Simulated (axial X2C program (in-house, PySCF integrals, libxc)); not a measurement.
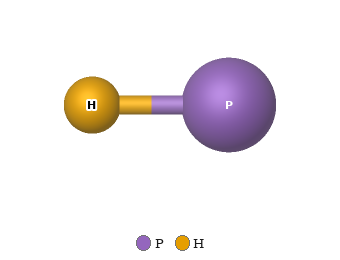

*The molecule at the reference distance of 1.439 Å.*

# Relativistic diatomic calculation for PH⁺

PH⁺, single determinant with Ω = 3/2 (not the lowest found). Computed at this level: PBE0, two-component X2C with atomic mean-field Coulomb and Gaunt terms, P dyall-v3z, H dyall-v3z (cores contracted) (axial X2C program (in-house, PySCF integrals, libxc)).

## Results in brief

- outcome: converged
- bond length rₑ: 1.438 Å
- ωₑ: 2359 cm⁻¹
- energy at the minimum: −342.15977 hartree
- depth below the fragments: 3.34 eV
- hardware: 1 thread of Arm Neoverse V2, 112 GiB of memory available, shared host
- wall time: 0.82 s
- peak memory: 0.23 GiB

## Notes

Limits: 9 of the 10 points asked for were kept.

## Input file
```
{"zs": [15, 1], "q": 1, "bas": ["dyall-v3z", "dyall-v3z"], "levels": ["PBE0", "HF", "r2SCAN"], "cc": true, "r0": 1.43, "thr": -2.0, "nmax": 90, "npts": 10, "nst": 2, "ntry": 6}
```

The line is the task of a batch: nuclear charges, charge, bases, the levels to run, a first guess of the distance and further settings. This report covers PBE0 with spin-orbit coupling. The log is that of the reference distance 1.439 Å.

Launched within a batch (the task file carries these settings):
```bash
python <driver script> task.json out
```

## Log
```
two-component X2C + atomic mean field  PBE0
basis functions 63  fitting functions 387  grid points 4351
iter        total energy     max residual
   1       -342.129067918     2.92e-01
   2       -342.159752849     3.05e-03
   3       -342.159773151     2.58e-04
   4       -342.159773685     1.17e-04
   5       -342.159773764     1.18e-05
   6       -342.159773766     2.85e-06
converged
one-electron -478.41757999  Coulomb 153.98836037  exact exchange -5.68606493  xc functional -17.51292872  nuclear repulsion 5.51609323  atomic mean-field constant -0.04765373
```

## The points of the curve

```tsv
R (Å)	E (hartree)	dipole (D; origin at the first atom, positive when the second is positive)	highest filled (eV)	lowest empty (eV)
1.252	−342.142391	1.10	−15.99	−13.46
1.310	−342.152250	1.10	−15.96	−13.43
1.353	−342.156679	1.11	−15.94	−13.41
1.396	−342.159061	1.12	−15.92	−13.39
1.439	−342.159774	1.13	−15.90	−13.37
1.489	−342.158892	1.15	−15.88	−13.35
1.540	−342.156546	1.17	−15.85	−13.33
1.605	−342.151877	1.20	−15.83	−13.30
1.684	−342.144376	1.25	−15.79	−13.27
```

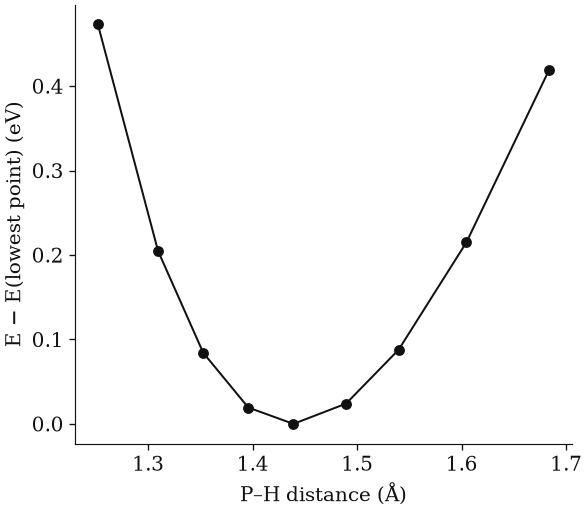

*Energy at 9 bond lengths, for one set of occupations held fixed; the line joins the points.*

A polynomial of degree 6 through 9 points gives rₑ = 1.438 Å, ωₑ = 2359 cm⁻¹, ωₑxₑ = 36 cm⁻¹ and Bₑ = 8.347 cm⁻¹. The minimum lies 3.34 eV below P⁺ + H, each computed as one determinant at the same level.

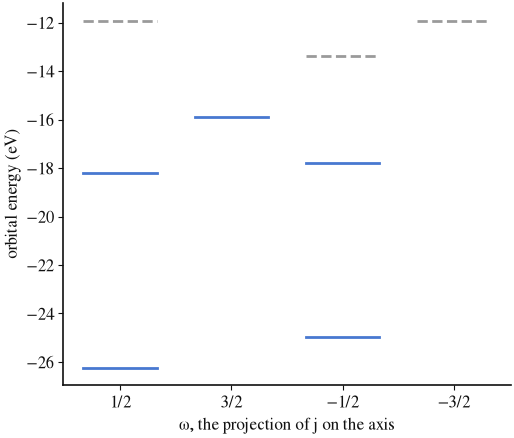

*Orbital energies near the frontier at 1.44 Å, filled (solid) and empty (dashed).*

The highest filled spinor (3/2; 95 % P p, 4 % H p) lies at −15.90 eV, the lowest empty one (−1/2; 95 % P p, 4 % H p) at −13.37 eV.
